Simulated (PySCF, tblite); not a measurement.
# C3H10FSi2 radical: geometry, infrared bands and EPR parameters

Aim: predict the infrared bands and EPR parameters of C3H10FSi2 radical (`F[CH][C@H]([SiH3])C[SiH3]`).

Computed with tblite 0.8.0 and PySCF 2.14.0, with density-fitted response routines of our own, on a single molecule in the gas phase. Atoms are numbered from 0 throughout.

## Step 1: Starting geometry

16 atoms, charge 0, multiplicity 2; geometry from: force field or distance geometry start.

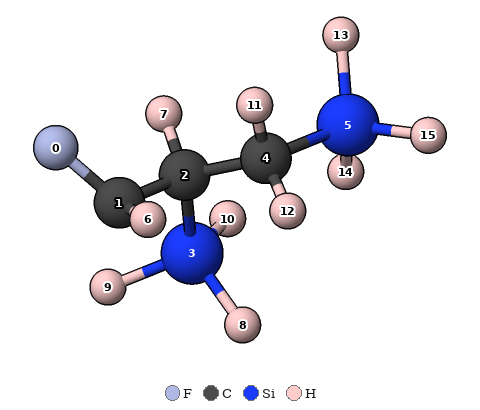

The starting geometry (fluorine light blue, carbon dark grey, silicon blue, hydrogen pink), atoms numbered.

## Step 2: Optimising the geometry with GFN2-xTB

Job settings and geometry (Å):

```
{"job": {"kind": "relax", "xc": "GFN2-xTB", "basis": "xTB"}, "charge": 0, "multiplicity": 2}
F     -1.905900     1.095300     2.261000
C     -1.596700     0.026700     1.474700
C     -0.561900     0.350500     0.420100
Si    -1.296300     0.065200    -1.281200
C      0.709700    -0.415100     0.661700
Si     2.004700    -0.055000    -0.622700
H     -1.309800    -0.871800     2.065500
H     -0.296000     1.447100     0.512500
H     -1.268600    -1.403700    -1.561600
H     -2.727900     0.412500    -1.193700
H     -0.601300     0.811200    -2.334700
H      1.108000    -0.046400     1.625900
H      0.547900    -1.496700     0.747000
H      2.729800     1.186700    -0.286200
H      1.445800     0.041400    -1.974400
H      3.010900    -1.139100    -0.525200
```

Command:

```
$ OMP_NUM_THREADS=1 python probes_run.py task.json out
```

The driver reads the jobs from task.json and runs them one after another.

Output:

```text
step      E/eV     max force
  0    -533.68161    1.799
  1    -533.82776    1.134
  2    -533.90147    0.632
  3    -533.94136    0.628
  4    -533.99511    0.395
  5    -534.01955    0.322
  6    -534.03625    0.456
  7    -534.05201    0.427
  8    -534.06342    0.227
  9    -534.07094    0.196
 10    -534.07698    0.229
 11    -534.08286    0.282
 12    -534.08896    0.212
 13    -534.09496    0.235
 14    -534.10048    0.194
 15    -534.10620    0.233
 16    -534.11268    0.214
 17    -534.11857    0.174
 18    -534.12272    0.165
 19    -534.12552    0.130
 20    -534.12789    0.146
 21    -534.13053    0.180
 22    -534.13355    0.148
 23    -534.13651    0.145
 24    -534.13902    0.130
 25    -534.14130    0.134
 26    -534.14393    0.157
 27    -534.14754    0.174
 28    -534.15186    0.193
 29    -534.15523    0.163
 30    -534.15562    0.267
 31    -534.16058    0.174
 32    -534.16212    0.096
 33    -534.16365    0.070
 34    -534.16464    0.086
 35    -534.16553    0.066
 36    -534.16660    0.072
 37    -534.16753    0.065
 38    -534.16843    0.071
 39    -534.16939    0.074
 40    -534.17048    0.070
 41    -534.17163    0.085
 42    -534.17289    0.094
 43    -534.17440    0.116
 44    -534.17607    0.117
 45    -534.17748    0.078
 46    -534.17830    0.057
 47    -534.17874    0.044
 48    -534.17911    0.046
 49    -534.17946    0.039
 50    -534.17978    0.050
 51    -534.18007    0.054
 52    -534.18036    0.055
 53    -534.18065    0.042
 54    -534.18093    0.033
 55    -534.18111    0.036
 56    -534.18134    0.038
 57    -534.18161    0.040
 58    -534.18186    0.036
 59    -534.18206    0.030
 60    -534.18225    0.034
 61    -534.18249    0.039
 62    -534.18278    0.035
 63    -534.18305    0.039
 64    -534.18327    0.040
 65    -534.18350    0.040
 66    -534.18384    0.053
 67    -534.18442    0.061
 68    -534.18514    0.076
 69    -534.18569    0.057
 70    -534.18600    0.031
 71    -534.18615    0.030
 72    -534.18631    0.042
 73    -534.18661    0.071
 74    -534.18704    0.085
 75    -534.18746    0.067
 76    -534.18770    0.034
 77    -534.18784    0.028
 78    -534.18799    0.046
 79    -534.18821    0.055
 80    -534.18850    0.047
 81    -534.18884    0.037
 82    -534.18905    0.033
 83    -534.18923    0.039
 84    -534.18943    0.037
 85    -534.18962    0.031
 86    -534.18975    0.023
 87    -534.18983    0.017
 88    -534.18989    0.021
 89    -534.18999    0.034
 90    -534.19015    0.048
 91    -534.19035    0.042
 92    -534.19051    0.030
 93    -534.19059    0.019
 94    -534.19063    0.018
 95    -534.19066    0.017
 96    -534.19073    0.020
 97    -534.19080    0.022
 98    -534.19087    0.018
 99    -534.19093    0.016
100    -534.19097    0.015
101    -534.19100    0.015
102    -534.19102    0.014
103    -534.19104    0.011
104    -534.19106    0.011
105    -534.19109    0.015
106    -534.19112    0.015
107    -534.19115    0.013
108    -534.19117    0.013
109    -534.19118    0.013
110    -534.19120    0.011
111    -534.19122    0.011
112    -534.19124    0.010
113    -534.19126    0.007
```

Run time: 0.79 s. Hardware: 1 thread of AMD EPYC 7B13, shared host.

The steps of the relaxation: (not every step is listed)

```tsv
step	energy from step 0 (eV)	largest force (eV/Å)
0	0.0000	1.7990
1	-0.1462	1.1338
2	-0.2199	0.6324
3	-0.2598	0.6277
4	-0.3135	0.3949
5	-0.3379	0.3224
6	-0.3546	0.4564
7	-0.3704	0.4269
8	-0.3818	0.2266
18	-0.4411	0.1653
28	-0.4703	0.1932
38	-0.4868	0.0706
48	-0.4975	0.0463
58	-0.5003	0.0358
68	-0.5035	0.0758
78	-0.5064	0.0456
88	-0.5083	0.0214
98	-0.5093	0.0175
108	-0.5096	0.0130
109	-0.5096	0.0127
110	-0.5096	0.0114
111	-0.5096	0.0114
112	-0.5096	0.0103
113	-0.5097	0.0067
```

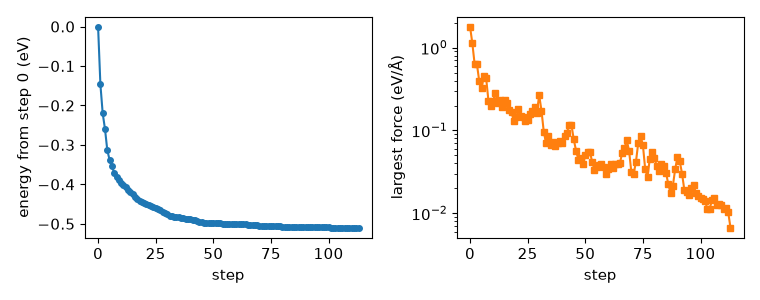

Energy and force, step by step.

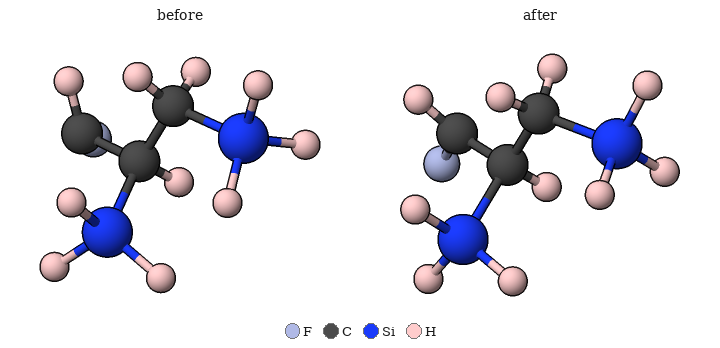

The geometry before (left) and after (right).

Distances of close pairs at the start and the end, largest changes first:

```tsv
bond	before (Å)	after (Å)	change (Å)
C2–Si3	1.875	1.947	+0.072
C1–C2	1.513	1.455	-0.057
C4–Si5	1.859	1.902	+0.043
C2–H7	1.132	1.094	-0.038
C1–H6	1.113	1.076	-0.037
Si3–H8	1.496	1.463	-0.033
C2–C4	1.504	1.530	+0.027
Si5–H15	1.482	1.464	-0.018
```

The end geometry stands in the next job.

## Step 3: Infrared spectrum with GFN2-xTB

Job settings and geometry (Å):

```
{"job": {"kind": "ir", "xc": "GFN2-xTB", "basis": "xTB"}, "charge": 0, "multiplicity": 2}
F     -2.246968     1.032772     1.953487
C     -1.346771     0.082179     1.598647
C     -0.448990     0.360415     0.487498
Si    -1.476627     0.089821    -1.143918
C      0.808768    -0.508414     0.559926
Si     2.211591    -0.001334    -0.620172
H     -1.622326    -0.900538     1.939089
H     -0.176913     1.419988     0.517331
H     -1.727343    -1.347661    -1.248859
H     -2.721374     0.839097    -0.994381
H     -0.728073     0.582785    -2.300219
H      1.194772    -0.463888     1.583182
H      0.535724    -1.551848     0.389859
H      2.466595     1.433284    -0.471777
H      1.859073    -0.301528    -2.008817
H      3.411264    -0.756186    -0.252285
```

Output:

```text
mode    cm-1     km/mol
  1      34.5      0.62
  2      76.7      0.74
  3     112.4      0.06
  4     136.6      1.02
  5     163.2      0.39
  6     194.0      2.98
  7     262.9      1.36
  8     302.3      8.47
  9     367.9     39.31
 10     432.5     31.76
 11     499.1     33.89
 12     522.7      5.32
 13     532.5     19.93
 14     570.8    113.92
 15     634.8     68.87
 16     751.3    241.41
 17     761.2     86.52
 18     767.0     73.18
 19     774.1    114.79
 20     782.8    140.58
 21     791.4    229.84
 22     801.5    198.42
 23     814.1    395.16
 24    1036.8     30.42
 25    1065.9     19.89
 26    1094.2     48.35
 27    1143.4     62.17
 28    1191.8      9.33
 29    1230.0     14.09
 30    1266.1     48.39
 31    1340.9     50.86
 32    1487.2      1.78
 33    2254.2    357.64
 34    2257.1    226.95
 35    2263.2    118.72
 36    2271.3    336.89
 37    2274.6    376.67
 38    2300.4    262.67
 39    2924.1     26.23
 40    2935.5     51.48
 41    2971.7     32.90
 42    3106.8     30.70
```

Run time: 0.58 s. Hardware: 1 thread of AMD EPYC 7B13, shared host.

The strongest bands and the atoms that carry them (share of the mass-weighted mode):

```tsv
cm⁻¹	km/mol	atoms
751	241.4	H8 47 %, H9 35 %
791	229.8	H14 50 %, H13 25 %
814	395.2	H15 22 %, H9 17 %, H14 16 %, H10 14 %
2254	357.6	H14 41 %, H10 34 %, H15 20 %
2257	226.9	H13 90 %
2271	336.9	H10 54 %, H14 40 %
2275	376.7	H8 92 %
2300	262.7	H9 96 %
```

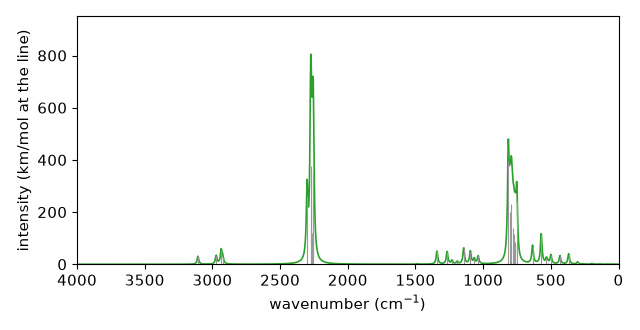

The infrared spectrum from these modes, unscaled. Lines are broadened to a width of 14 cm⁻¹ (Lorentzian).

## Step 4: EPR parameters: B3LYP/pcH-1

Settings changed since step 3:

```diff
@@ -1,2 +1,2 @@
-{"job": {"kind": "ir", "xc": "GFN2-xTB", "basis": "xTB"}, "charge": 0, "multiplicity": 2}
+{"job": {"kind": "epr", "basis": "pcH-1"}, "charge": 0, "multiplicity": 2}
 F     -2.246968     1.032772     1.953487
```

Method: UKS B3LYP, pcH-1 on C F H Si, non-relativistic, mean-field spin-orbit, GIAO.

Output:

```text
UKS, coarse grid
  cycle   1  E = -799.07492090  |g| = 3.89e-01
  cycle   2  E = -799.03366143  |g| = 5.29e-01
  cycle   3  E = -799.12833145  |g| = 6.21e-02
  cycle   4  E = -799.12918443  |g| = 3.03e-02
  cycle   5  E = -799.12956878  |g| = 8.87e-03
  cycle   6  E = -799.12961215  |g| = 2.19e-03
  cycle   7  E = -799.12961585  |g| = 1.03e-03
  cycle   8  E = -799.12961583  |g| = 2.43e-04
UKS, final grid
  cycle   1  E = -799.12956038  |g| = 2.50e-04
  cycle   2  E = -799.12956036  |g| = 3.43e-04
  cycle   3  E = -799.12956041  |g| = 5.47e-05
  cycle   4  E = -799.12956041  |g| = 1.30e-05
E = -799.12956041 Eh   <S^2> = 0.7539 (exact 0.7500)
g shifts (ppm)      1          2          3
  rmc          -197       -197       -197
  gc              1         16         35
  oz_so        -129       1954       2560
  total        -324       1773       2399
hyperfine (MHz)  atom isotope    a_iso     a_fc   dipolar eigenvalues
    0   19F     149.75     149.25   -247.80   -209.47    457.27
    1   13C     147.30     147.25    -80.89    -78.41    159.30
    2   13C     -27.10     -27.12     -2.96     -0.87      3.82
    3  29Si    -121.42    -121.56    -20.55      9.06     11.49
    4   13C      27.16      27.17     -2.13     -1.77      3.90
    5  29Si      -0.24      -0.24     -0.64      0.30      0.34
    6    1H     -50.33     -50.38    -36.49     -1.21     37.70
    7    1H      47.25      47.24     -4.84     -4.40      9.24
    8    1H      -4.15      -4.15     -2.83     -1.41      4.24
    9    1H      -4.57      -4.57     -2.96     -1.50      4.46
   10    1H      36.05      36.05     -2.26     -0.74      3.00
   11    1H      -1.57      -1.57     -5.02     -2.77      7.79
   12    1H      -0.16      -0.17     -2.96     -2.56      5.52
   13    1H       0.36       0.36     -0.91     -0.76      1.67
   14    1H       1.51       1.51     -0.91     -0.60      1.51
   15    1H      -0.04      -0.04     -0.63     -0.49      1.12
```

Wall time 54 s (1 thread of AMD EPYC 7B13, shared host); peak memory 1.1 GiB.

Principal g values 2.00199, 2.00409, 2.00472; g(iso) = 2.00360, against 2.00232 for a free electron.

Mean a(iso) over the nuclei that a row names, and the largest dipolar term of the row (other rows stand at the frozen geometry):

```tsv
nuclei	isotope	a(iso) (MHz)	a(iso) (G, at g = 2.0023)	largest dipolar term (MHz)
F0	19F	149.7	53.4	457.3
C1	13C	147.3	52.6	159.3
Si3	29Si	-121.4	-43.3	-20.5
H6	1H	-50.3	-18.0	37.7
H7	1H	47.2	16.9	9.2
C4	13C	27.2	9.7	3.9
C2	13C	-27.1	-9.7	3.8
H8, H9, H10	1H	9.1	3.3	4.5
H11	1H	-1.6	-0.6	7.8
H13, H14, H15	1H	0.6	0.2	1.7
Si5	29Si	-0.2	-0.1	-0.6
H12	1H	-0.2	-0.1	5.5
```

Mulliken spin populations:

F0 0.06; C1 0.90; C2 -0.07; Si3 0.08; C4 0.01; Si5 0.00; H6 -0.04; H7 0.02; H8 0.00; H9 0.00; H10 0.02; H11 0.01; H12 0.00; H13 0.00; H14 0.00; H15 0.00

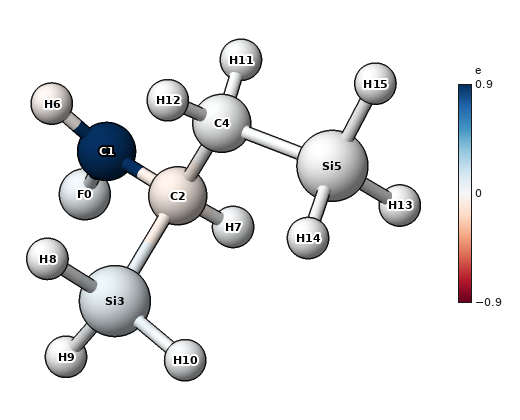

Mulliken spin populations, as colours on the atoms.

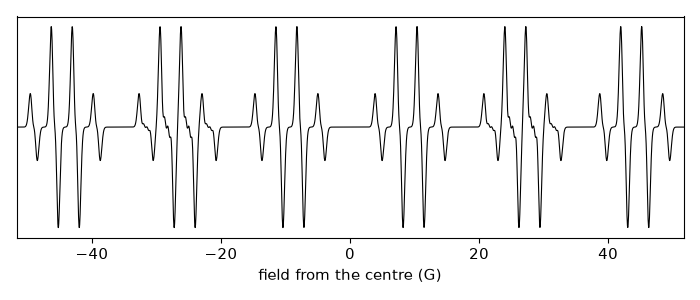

First-order isotropic spectrum (first derivative, main isotopes with spin only, couplings over 0.8 MHz, Gaussian width 0.3 G; couplings of the frozen geometry, rotation of groups not averaged beyond the rows shown).

The fields below are evaluated on a grid from the run's orbitals.

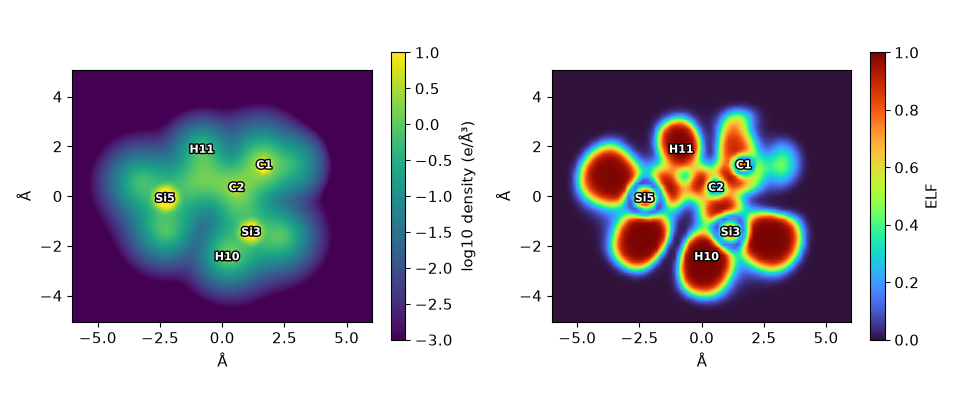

Density (left) and ELF (right) in a plane through or near 6 of the atoms.

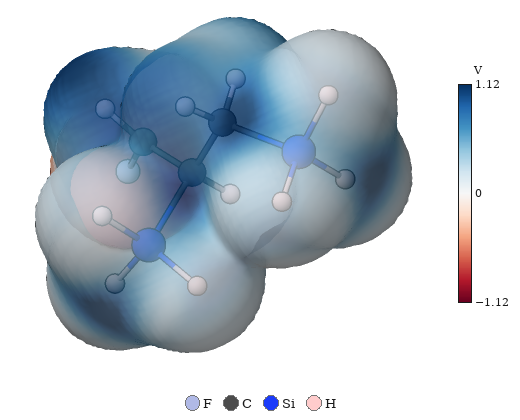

The potential that a unit positive charge feels on the 0.002 e/bohr³ surface, from -0.86 V near F0 to 1.12 V near Si3.

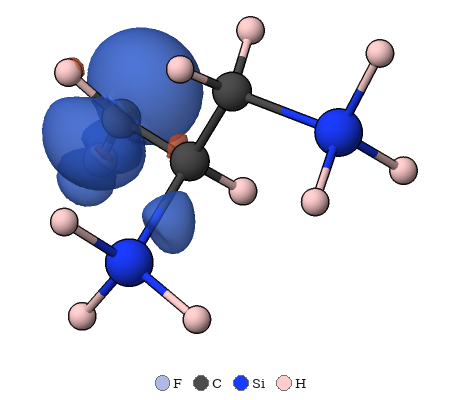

Spin density at ±0.04 e/Å³ (alpha excess blue, beta excess red).

## Step 5: Outcome

```
                                                                  quantity                 value
                                 strongest single infrared mode (GFN2-xTB)  814 cm⁻¹, 395 km/mol
                                              zero-point energy (GFN2-xTB)         67.9 kcal/mol
                                                            g(iso) (B3LYP)               2.00360
                                                                      ⟨S²⟩    0.754 (exact 0.75)
                                        largest a(iso) (averaged by class)  19F on F0, 149.7 MHz
potential on the surface of density 0.002 e/bohr³, 1st and 99th percentile    -0.86 V and 1.12 V
```

In words: Over 113 steps the energy fell by 0.510 eV; of the close pairs, C2–Si3 changed most, 1.875 to 1.947 Å. No mode is imaginary among the 42: a minimum at this level. The strongest single mode, at 814 cm⁻¹, has its largest shares on H15, H9, H14 and H10 (the list is cut at 4 atoms). GFN2-xTB is a fitted tight-binding method: band positions and strengths are rough. Its intensities can rank the bands wrongly. C1 carries the largest spin population, 0.90 e. The isotropic g lies 1.3 ppt above the free-electron value. These values are for one conformer; the search (at its own cheap level) found 2 more, at 0.75, 0.76 kcal/mol, and measured spectra average over such forms.
